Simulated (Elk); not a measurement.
# E(M) of Cobalt, part 2 of 2

Aim: the energy of Cobalt as a function of its total spin moment.

Elk 11.2.3 (patched build); LDA (Perdew-Wang); all-electron APW+lo, Dirac cores, scalar-relativistic bands.

So far, magnetization (μB): step 2 (the free run) 3.14.

## (3) Moment fixed at 3.097 μB

Holding the total moment away from its free value maps the energy around and beyond the minimum.

A uniform field is adjusted until the total moment meets the target; the run goes on from the state before.

File elk.in:

```
tasks
  1

xctype
  3

rgkmax
  7.0

nempty
  10

swidth
  0.003

reducebf
  0.5

epsengy
  1e-05

maxscl
  120

spinpol
  .true.

fsmtype
  1

momfix
  0.000000 0.000000 3.097000

taufsm
  0.01

sppath
  './'

avec
  4.73829928489 0.00000000000 0.00000000000
  -2.36914964244 4.10348755135 0.00000000000
  0.00000000000 0.00000000000 7.69099635461

atoms
  1
  'Co.in'
  2
  0.3333333333 0.6666666667 0.2500000000   0.000000 0.000000 -0.000100
  0.6666666667 0.3333333333 0.7500000000   0.000000 0.000000 -0.000100

ngridk
  14 14 8
```

Run with:

```
OMP_NUM_THREADS=4 elk
```

Numbers of over 12 decimals in the logs are rounded to 6 here.

Output:

```text
Warning(init1): few empty states an atom for a second variation :    10.00000000
 they are its basis, with spin, DFT+U, afieldc (12 by default), in Hartree-Fock and RDMFT; 30 and more for pressures
Warning(gndstate): core states of species 1 leak from the muffin-tin :   0.6995357330E-03

--- INFO.OUT ---
┌─────────────────────────┐
│ Elk code version 11.2.3 │
└─────────────────────────┘

All units are atomic (Hartree, Bohr, etc.)

┌──────────────────────────────────────────┐
│ Ground-state run resuming from STATE.OUT │
└──────────────────────────────────────────┘

Lattice vectors :
   4.738299285       0.000000000       0.000000000
  -2.369149642       4.103487551       0.000000000
   0.000000000       0.000000000       7.690996355

Species : 1 (Co)
 muffin-tin radius :    2.334644196
 atomic positions (lattice), magnetic fields (Cartesian) :
  1 :   0.33333333  0.16666667  0.25000000    0.00000000  0.00000000  0.00000000
  2 :  -0.33333333 -0.16666667 -0.25000000    0.00000000  0.00000000  0.00000000

Total number of atoms per unit cell :    2
Total muffin-tin volume :    106.6057705
 ratio of muffin-tin to unit cell volume :   0.7128899609

Spin treatment :
 spin-polarised
 global magnetic field (Cartesian) :    0.000000000       0.000000000       0.000000000
 collinear magnetisation in z-direction
 fixed spin moment (FSM) calculation, type :    1
  fixing total moment to (Cartesian) :
     0.000000000       0.000000000       3.097000000

Number of Bravais lattice symmetries :   24
Number of crystal symmetries         :   24
Crystal has inversion symmetry
Real symmetric eigensolver will be used

k-point grid :     14    14     8
k-point offset :    0.000000000       0.000000000       0.000000000
k-point set is reduced with full crystal symmetry group
Total number of k-points :      120

Muffin-tin radius times maximum |G+k| :    7.000000000
 using average radius
Maximum |G+k| for APW functions       :    2.998315551
Maximum (1/2)|G+k|²                   :    4.494948072
Maximum |G| for potential and density :    12.00000000
Constant for pseudocharge density :    7
 order of it for each species :   14
 order of it for pair densities of each species (exact exchange by exxq0 0: 14) :   10
Radial integration step length :    1

G-vector grid sizes :     20    20    30
Number of G-vectors :     4331

Maximum angular momentum used for
 APW functions            :    8
 outer part of muffin-tin :    6

Number of empty states         :     20
Total number of valence states :     72
Total number of core states    :     24

Third-order local-orbitals added for an l without core states : T
Total number of local-orbitals :     44

Exchange-correlation functional :      3     0     0
 Perdew-Wang/Ceperley-Alder, Phys. Rev. B 45, 13244 (1992)
 gradient requirement :    0
 local density approximation (LDA)

Smearing type :    3
 Fermi-Dirac
Smearing width :   0.3000000000E-02
Effective electronic temperature (K) :    947.3250744

Mixing type :    1
 Adaptive linear mixing

Potential read in from STATE.OUT

┌──────────────────────────────┐
│ Self-consistent loop started │
└──────────────────────────────┘

[... earlier loops left out ...]

┌──────────────────┐
│ Loop number : 20 │
└──────────────────┘

Energies :
 Fermi                       :     0.284278
 sum of occupied eigenvalues :     -1604.5074235114
 electron kinetic            :      2821.9398683471
 core electron kinetic       :      2551.0981221350
 Coulomb                     :     -5489.5975633349
 Coulomb potential           :     -4274.7012867086
 nuclear-nuclear             :     -499.77031406297
 electron-nuclear            :     -5725.5997590103
 Hartree                     :      735.77250973839
 Madelung                    :     -3352.2469199806
 xc potential                :     -151.64352807596
 xc effective B-field        :    -0.104882
 external B-field            :      0.000000
 exchange                    :     -109.95248845097
 correlation                 :     -4.677630
 electron entropic           :    -0.15870170307953E-02
 total energy                :     -2782.2894000125
 (external B-field energy excluded from total)

Density of states at Fermi energy :    52.08333515
 (states/Hartree/unit cell)

Estimated indirect band gap :   0.5057082364E-03
 from k-point 77 to k-point 28
Estimated direct band gap   :   0.3254650066E-02
 at k-point 28

Charges :
 core                        :    24.00000000
 valence                     :    30.00000000
 interstitial                :    1.669011410
 muffin-tins (core leakage)
  species : 1 (Co)
   atom 1                    :    26.16549429     (  0.6995357330E-03)
   atom 2                    :    26.16549429     (  0.6995357330E-03)
 total in muffin-tins        :    52.33098859
 total calculated charge     :    53.99694679
 total charge                :    54.00000000
 error                       :   0.3053214815E-02

Moments :
 interstitial                :  -0.8245224738E-01
 muffin-tins
  species : 1 (Co)
   atom 1                    :    1.589756313
   atom 2                    :    1.589756313
 total in muffin-tins        :    3.179512626
 total moment                :    3.097060378

FSM global effective field   :   0.7768572550E-03

┌──────────────────────────────┐
│ Self-consistent loop stopped │
└──────────────────────────────┘

Warning : core states of species 1 leak from the muffin-tin :   0.6995357330E-03

Wrote STATE.OUT
```

Elapsed: 48 s, on 4 threads of Arm Neoverse V1, shared host; peak memory 0.13 GiB; 3 min of CPU time.

Read from the output:

| Quantity | Value |
| --- | --- |
| magnetization | 3.097 μB |

It lies 0.399 meV a cell above the free run.

## (4) Moment fixed at 2.477 μB

Changes to elk.in since step 3:

```diff
@@ -31,3 +31,3 @@
 momfix
-  0.000000 0.000000 3.097000
+  0.000000 0.000000 2.477000
```

Run with:

```
OMP_NUM_THREADS=4 elk
```

Output:

```text
Warning(init1): few empty states an atom for a second variation :    10.00000000
 they are its basis, with spin, DFT+U, afieldc (12 by default), in Hartree-Fock and RDMFT; 30 and more for pressures
Warning(gndstate): core states of species 1 leak from the muffin-tin :   0.6985124018E-03

--- INFO.OUT ---
┌─────────────────────────┐
│ Elk code version 11.2.3 │
└─────────────────────────┘

All units are atomic (Hartree, Bohr, etc.)

┌──────────────────────────────────────────┐
│ Ground-state run resuming from STATE.OUT │
[...]
total charge                :    54.00000000
 error                       :   0.3058770178E-02

Moments :
 interstitial                :  -0.7646145396E-01
 muffin-tins
  species : 1 (Co)
   atom 1                    :    1.276742785
   atom 2                    :    1.276742785
 total in muffin-tins        :    2.553485571
 total moment                :    2.477024117

FSM global effective field   :   0.5944380039E-02

┌──────────────────────────────┐
│ Self-consistent loop stopped │
└──────────────────────────────┘

Warning : core states of species 1 leak from the muffin-tin :   0.6985124018E-03

Wrote STATE.OUT

[key lines of the parts left out:]
total energy                :     -2782.2865056784
```

Run time: 61 s. Hardware: 4 threads; peak memory 0.13 GiB; 3.8 min of CPU time.

Numbers from this step:

```
magnetization : 2.477 μB
```

It lies 79.2 meV a cell above the free run.

## (5) Moment fixed at 4.335 μB

Changes to elk.in since step 4:

```diff
@@ -31,3 +31,3 @@
 momfix
-  0.000000 0.000000 2.477000
+  0.000000 0.000000 4.335000
```

Run with:

```
OMP_NUM_THREADS=4 elk
```

Output:

```text
Warning(init1): few empty states an atom for a second variation :    10.00000000
 they are its basis, with spin, DFT+U, afieldc (12 by default), in Hartree-Fock and RDMFT; 30 and more for pressures
Warning(gndstate): core states of species 1 leak from the muffin-tin :   0.6935818546E-03

--- INFO.OUT ---
┌─────────────────────────┐
│ Elk code version 11.2.3 │
└─────────────────────────┘

All units are atomic (Hartree, Bohr, etc.)

┌──────────────────────────────────────────┐
│ Ground-state run resuming from STATE.OUT │
[...]
total charge                :    54.00000000
 error                       :   0.3019074352E-02

Moments :
 interstitial                :   0.1618872144E-01
 muffin-tins
  species : 1 (Co)
   atom 1                    :    2.159385561
   atom 2                    :    2.159385561
 total in muffin-tins        :    4.318771123
 total moment                :    4.334959844

FSM global effective field   :  -0.3699054866E-01

┌──────────────────────────────┐
│ Self-consistent loop stopped │
└──────────────────────────────┘

Warning : core states of species 1 leak from the muffin-tin :   0.6935818546E-03

Wrote STATE.OUT

[key lines of the parts left out:]
total energy                :     -2782.2701278444
```

Elapsed: 84 s, on 4 threads; peak memory 0.13 GiB; 5.4 min of CPU time.

This step gave:

* magnetization: 4.335 μB

It lies 525 meV a cell above the free run.

## (6) E(M)

In all 8 moments were held (0, 0.619, 1.239, 1.858, 2.477, 3.097, 3.716, 4.335 μB), each run going on from a saved state. The curve holds those that converged and the free run; sizes are given without sign.

The energy over the lowest by total spin moment:

| total spin moment (μB a cell) | energy over the lowest (meV a cell) |
| --- | --- |
| 0.00 | 342 |
| 0.62 | 322 |
| 1.24 | 263 |
| 1.86 | 178 |
| 2.48 | 79.2 |
| 3.10 | 0.399 |
| 3.14 | 0 |
| 3.72 | 109 |
| 4.33 | 525 |

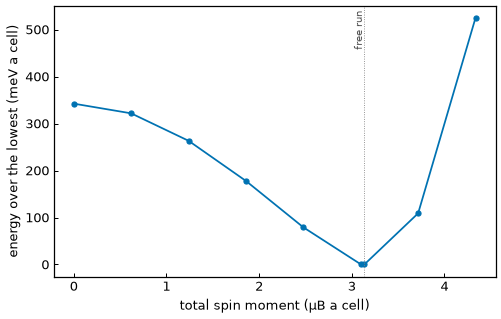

Energy over the lowest against total spin moment.

Slope dE/dM read from the holding field against total spin moment:

```
total spin moment (μB a cell)  slope dE/dM read from the holding field (meV/μB)
                         0.00                                           -0.0123
                         0.62                                             -65.7
                         1.24                                              -120
                         1.86                                              -152
                         2.48                                              -162
                         3.10                                             -21.1
                         3.72                                               471
                         4.33                                              1007
```

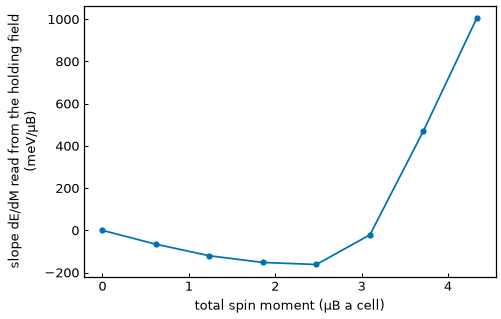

Slope dE/dM read from the holding field, plotted against total spin moment.

## (7) Summary of results

| Quantity | Value |
| --- | --- |
| moment of the free run | 3.14 μB a cell |
| moment of the lowest point | 3.14 μB a cell |
| energy at zero total moment | 342 meV a cell over the lowest |

The curve is lowest at 3.14 μB a cell and has risen by 525 meV at 4.33 μB. No other minimum shows on the points computed. The parallel moment gains 342 meV a cell against zero total moment. Only the total moment is held, so opposed site moments can hide at small totals; the field's energy is not in the curve.

[Logs and program files are shortened in this print: banners, set-up blocks, solver, clock and traceback lines can be left out without a mark of their own.]

[Logs are printed without paths, hosts, clocks, repeated set-up lines and the standing remarks that a program may print on its own settings, such as how far it seeks lower states.]

[Hosts, paths, dates, database ids (printed as entryN), source tags and the programs' standing remarks are cut or masked in the printed files.]

[Where a cell is said to come from a database of computed structures, the database is the Materials Project.]
